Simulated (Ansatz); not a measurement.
Geometry relaxation of C₂H₇AlFN (part 3 of 3)

Continued. System: C₂H₇AlFN. Method: RKS CAM-B3LYP-D4/def2-SVP (Ansatz 0.2.0). The run did not end well. It belongs to a series of runs on one base structure; here: end point B relaxed.

Geometry of the input (Å):
```
C  -0.9171  -0.0503  1.0569
N  -0.3941  0.3083  -0.2684
Al -1.6645  1.4343  -1.1514
C  0.8589  1.0655  -0.1247
F  1.4725  1.2687  -1.3382
H  -0.3033  -0.6715  1.6231
H  -1.1015  0.9298  1.6308
H  -1.9206  -0.4704  0.9141
H  -2.3470  1.0351  -2.5383
H  -2.1334  2.8407  -0.4475
H  0.7468  1.9475  0.4798
H  1.5719  0.3720  0.4714
```

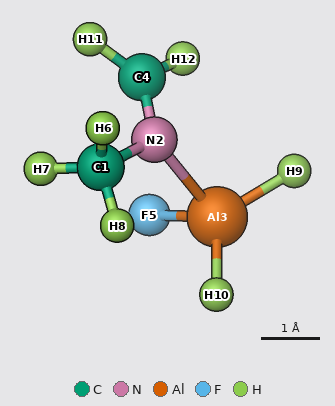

**Figure 1.** The geometry at step 38 of the log (ball-and-stick view, seen at a tilt; atoms are numbered from 1 in the order of the input).

**Trajectory as extended XYZ, continued**
```
12
Properties=species:S:1:pos:R:3:forces:R:3 step=35 energy=-12983.74954
C    -1.0663    0.2086    1.3444   -0.1395   0.0086  -0.1942
N    -0.4305    0.1818    0.0241    1.0519   0.6306   0.3635
Al   -1.0905    1.5893   -1.3042   -1.2614  -0.3314  -0.2568
C     0.8097    0.4838   -0.1066    0.0685  -0.2950  -1.3644
F     0.0219    2.7166   -0.7343    0.2993   0.7032  -0.0195
H    -0.9085   -0.7371    1.8843    0.0816   0.0169  -0.0760
H    -0.6962    1.0568    1.9421    0.0463  -0.1070   0.0694
H    -2.1459    0.3508    1.1837    0.1319  -0.0775   0.1358
H    -0.7655    0.9977   -2.7364    0.0429   0.0738  -0.0333
H    -2.5753    1.8313   -0.7073    0.3151  -0.0265  -0.2576
H     1.5028    0.7847    0.7044   -0.2373  -0.4045  -0.0079
H     1.2130    0.5454   -1.1867   -0.3994  -0.1913   1.6409
12
Properties=species:S:1:pos:R:3:forces:R:3 step=38 energy=-12984.27399
C    -1.0022    0.2850    1.3722    0.0778  -0.0683   0.1115
N    -0.3628    0.4603    0.0646   -1.8660   0.4384   0.4940
Al   -1.2278    1.6556   -1.3975   -0.0495   0.1819   0.2253
C     0.8728    0.3887   -0.0321    2.6741  -0.0943  -0.2651
F    -0.3033    3.0056   -0.9185   -0.2395  -0.2492  -0.1747
H    -0.8599   -0.7525    1.7240   -0.0386   0.1645  -0.0567
H    -0.5663    0.9805    2.1155   -0.0863  -0.1501  -0.1851
H    -2.0760    0.4891    1.2880    0.0218  -0.0013  -0.0434
H    -0.7403    1.0054   -2.7672    0.0181  -0.0105   0.0785
H    -2.7688    1.7214   -0.9490    0.2235  -0.0569  -0.0556
H     1.5701    0.2174    0.8393   -0.6350  -0.0838  -0.6131
H     1.3331    0.5532   -1.0317   -0.1001  -0.0703   0.4842
12
Properties=species:S:1:pos:R:3:forces:R:3 step=40 energy=-12984.41261
C    -0.9873    0.3569    1.3867   -0.2616   0.0156   0.4577
N    -0.3150    0.6525    0.1388    0.3478  -0.2387  -0.4082
Al   -1.2117    1.6635   -1.3650   -0.1970   0.1257   0.0499
C     0.9022    0.3562   -0.0580    0.0700   0.0180   0.3073
F    -0.5455    3.1713   -1.0089   -0.0359   0.0734  -0.0505
H    -0.9579   -0.7231    1.6106    0.1148   0.1259  -0.0196
H    -0.5395    0.9233    2.2192    0.0762  -0.0981  -0.0458
H    -2.0425    0.6553    1.3204    0.0780   0.0040  -0.1280
H    -0.5849    0.9838   -2.6565    0.0587  -0.0273  -0.0279
H    -2.7383    1.4858   -0.9665   -0.0833   0.0256  -0.0442
H     1.5442   -0.0905    0.7240   -0.1839  -0.0313  -0.1168
H     1.3449    0.5748   -1.0372    0.0163   0.0073   0.0262
```

**What the run reported**

| quantity | value |
| --- | --- |
| outcome | not converged |
| hardware | 2 threads of Arm Neoverse V1, 24 GiB of memory available, shared host |
| wall time | 2.3 min (CPU time 4.4 min) |
| peak memory | 0.29 GiB |

**What went wrong**

The run did not converge: “geometry relaxation did not converge after 40 steps: max|allowed force component| = 4.58e-1 eV/Å (threshold 1.5e-2). Raise `relax.max_steps` over both its present limit and 40, loosen `relax.f_tol`, or start from a geometry closer to equilibrium …” Its last values are not results.
